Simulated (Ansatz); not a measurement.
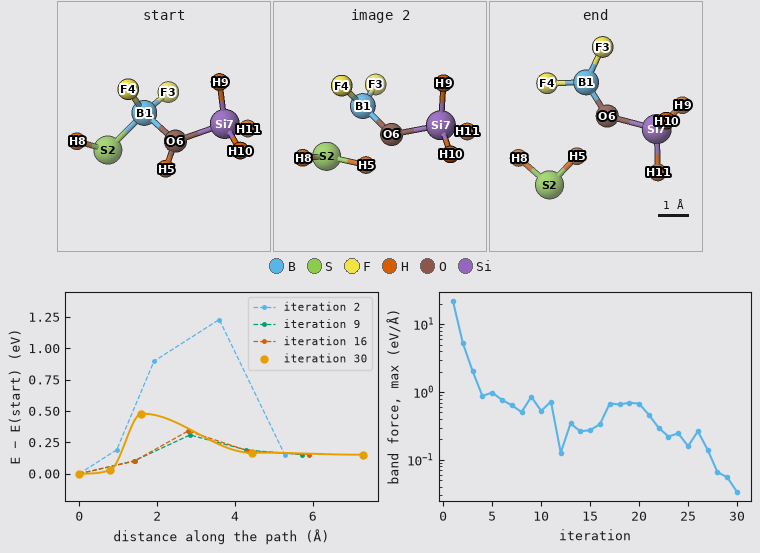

NEB run on BSiH5SOF2. Images are numbered from 0 (start) to 4 (end). The plot follows the band through its iterations. A ball-and-stick model, seen at a tilt.

The calculation used Ansatz 0.2.0, UKS LDA/6-31G. Run with 3 movable images; climbing image; force threshold 0.05 eV/Å; iteration limit 60; starting path through a guess of the saddle point.

**Did the band converge, and can the barrier be trusted?**

The run is converged, with reservations. The band converged in 30 iterations. The largest component of the band force went from 22 to 0.034 eV/Å. The climbing image converged on the top of the path. Its curvatures weren't checked. So few images resolve the path coarsely. The first iteration put the highest image at 6.31 eV. The highest point, image 2, lies 0.48 eV above the start and 0.33 eV above the end; the end is at +0.15 eV relative to the start.

Cost: 2.2 min on 2 threads of AMD EPYC 7B13 (Zen 3) (shared host), peak memory 0.16 GiB.
